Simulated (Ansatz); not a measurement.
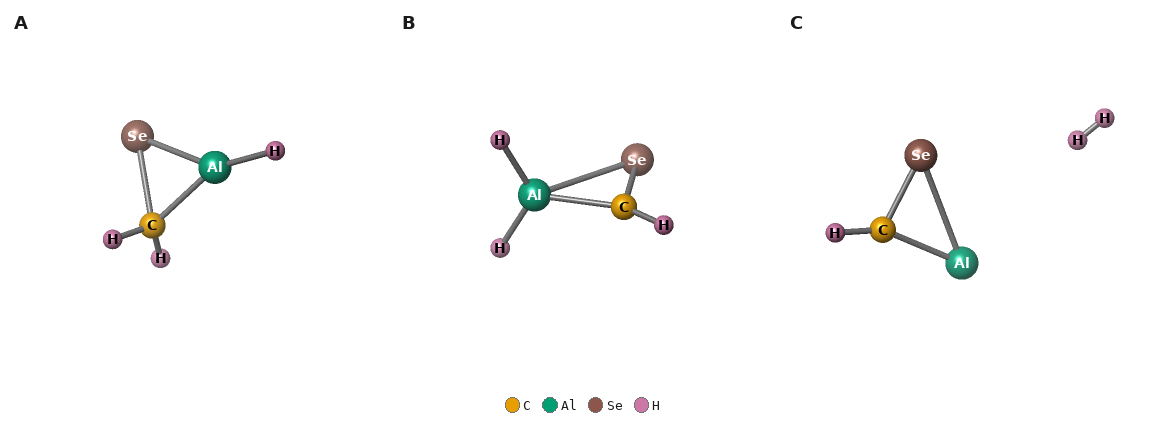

3 stationary structures of one formula. Geometries: PBE0-D4/def2-TZVP. Electronic energies: RHF-CCSD(T) (frozen core)/def2-TZVPP (Ansatz 0.2.0), without zero-point energy. No frequency run is at hand to confirm each as a minimum.

> Which structure is the most stable?

A is lowest (Cs); B lies 23.8 kcal/mol above it (Cs), C lies 47.3 kcal/mol above it (C1).
